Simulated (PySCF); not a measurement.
**H$_{10}$OSi$_{4}$ (SMILES O[SiH2][SiH]([SiH3])[SiH3]): density, localisation and related maps**

```csv
atom,x (Å),y (Å),z (Å)
O,-0.7764,-2.0737,1.5967
Si,-1.5576,-1.0530,0.5222
Si,0.1594,-0.1757,-0.8052
Si,-0.3135,2.0558,-1.3356
Si,2.0747,-0.2969,0.5430
H,-1.3096,-2.4648,2.2955
H,-2.2528,0.0615,1.2481
H,-2.6014,-1.7773,-0.2725
H,0.3543,-0.9830,-2.0526
H,-0.4648,2.8257,-0.0618
H,0.7957,2.6620,-2.1347
H,-1.5856,2.1713,-2.1144
H,3.2378,0.3608,-0.1316
H,1.8065,0.4219,1.8262
H,2.4245,-1.7187,0.8329
```

Geometry: PBE0-D3(BJ)/def2-SVP.

Computed with PBE0/pcSseg-1, SCF density, gas phase, non-relativistic (PySCF).

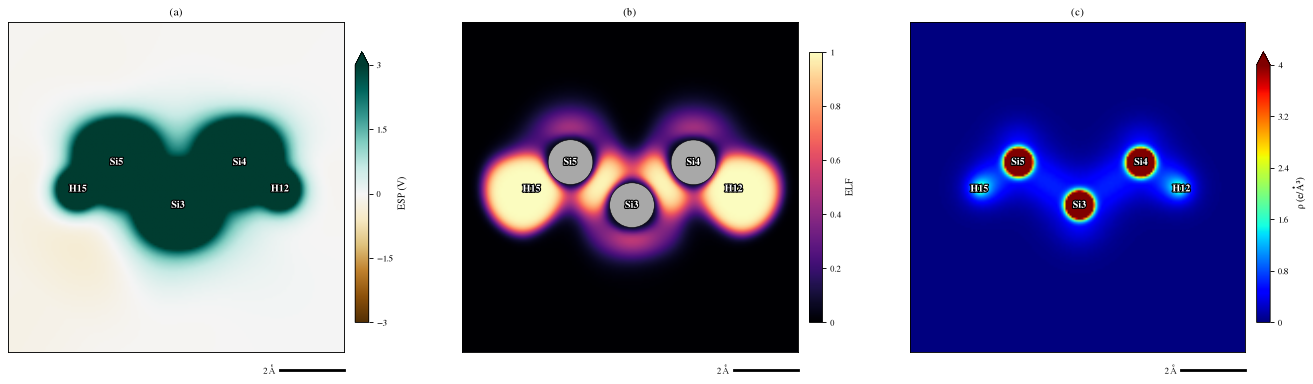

Figure 1. (a) electrostatic potential; (b) electron localisation function; (c) total electron density on the plane of atoms Si4, Si3 and Si5. Grey discs cover the atomic cores in the ELF map.

### What do the fields say about this system?

- Atoms in the plane: Si and H.
- Si–Si (2.34 Å): ρ at the midpoint is about 0.63 e/Å³; the ELF peaks at about 1 between the atoms (a shared electron pair).
- Si–H (1.49 Å): ρ is about 0.77 e/Å³ halfway; the ELF climbs to about 1 towards the hydrogen, as it does in any bond to H.
- Outside the dense part of the molecule the potential is most negative (−0.4 V) near H15.

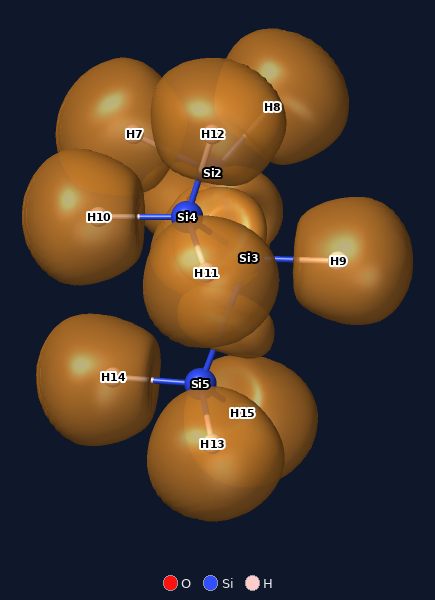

Figure 2. Isosurface of the electron localisation function at 0.75 (orange), seen at an oblique angle. Only the valence region is drawn (cores and ρ < 0.01 e/Å³ removed).

### Where are the electrons localised?

The surface consists of three regions between bonded Si–Si atoms (shared pairs), nine regions around hydrogen nuclei and one joined region spread over several atoms (H, O), in which their bonds and any lone pairs are merged. Along the contacts the grid gives the following. Si–O (1.68 Å): the ELF peaks at about 0.85 between the atoms; a shared but strongly polarised pair.

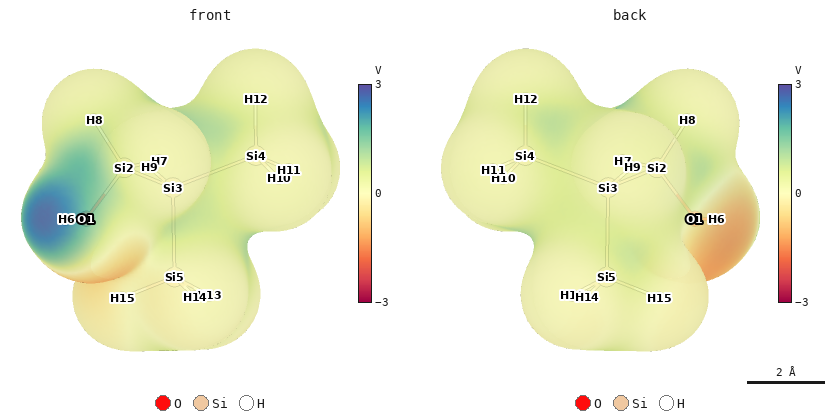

Figure 3. The electrostatic potential painted on the density surface at 0.002 e/bohr³, seen from the front and from behind; red is negative and blue positive.

### Describe the electrostatic potential map.

The most negative region (about −1.3 V) lies over O1, the most positive (about +2.5 V) over H6. O1 is the likeliest acceptor of a hydrogen bond.

### What dipole moment does the calculation give?

Its dipole moment is 1.48 D.
